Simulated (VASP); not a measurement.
Band structure of Zr2Zn (space group Fd-3m). Method: PBE GGA, VASP's PBE PAW potentials (set 64) (plane waves; VASP).

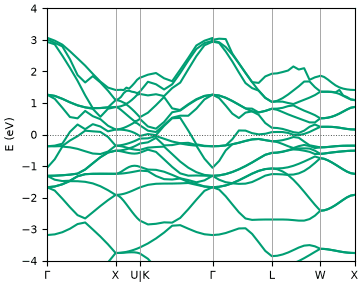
Bands along high-symmetry lines, zero at the valence-band maximum or, without a gap, the Fermi level

Read the plot: is there a gap, and where are the band edges?

It has no gap at this level: it comes out as a metal or semimetal.

The structure was generated: Zr2Zn was put into an ordered model structure, which need not be its known phase. The cell was not relaxed at this level. The k-mesh is coarse (spacing up to 0.41 per Å, 2π included), so the numbers may not be converged in it.
